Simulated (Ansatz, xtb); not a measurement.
How methods differ on As2 (SMILES [As]#[As])

As2 has 2 atoms, charge 0, and is taken as a singlet. SMILES: `[As]#[As]`. Geometry: relaxed at PBE0-D4/def2-TZVP.

```xyz
2

As    0.0000    0.0000    0.0025
As    0.0000    0.0000    2.0915
```

Each level gives the electronic atomisation energy (eV). The values are calculated. Electronic energies at fixed atoms, without zero-point motion or spin-orbit coupling.

| level | kind | program | value (eV) |
| --- | --- | --- | --- |
| GFN1-xTB | semi-empirical | xtb | 7.70 |
| HF/def2-TZVPPD | Hartree–Fock | Ansatz | 0.55 |
| BLYP/def2-TZVPPD | GGA | Ansatz | 4.39 |
| r2SCAN/def2-TZVPPD | meta-GGA | Ansatz | 3.95 |
| r2SCAN0/def2-TZVPPD | hybrid meta-GGA | Ansatz | 3.53 |
| HSE06/def2-TZVPPD | range-separated hybrid | Ansatz | 3.76 |
| RPA@PBE/def2-TZVPPD | RPA | Ansatz | 3.80 |
| MP2/def2-TZVPPD | perturbation theory | Ansatz | 3.81 |
| BCCD(T)/def2-TZVPPD | coupled cluster or CI | Ansatz | 3.68 |

All-electron rows without a relativistic Hamiltonian named are non-relativistic. The values span 0.55 to 7.70 eV. The xTB rows lack spin polarisation, so open shells miss the exchange term that lowers them. In the correlated wave-function rows the outer d shell of As is correlated, in sets not made for it.

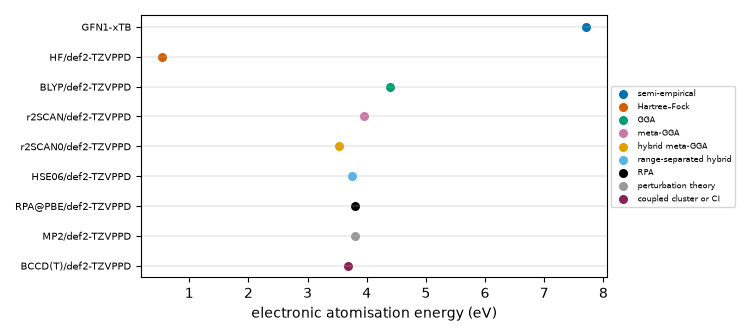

The values of the table, level by level.
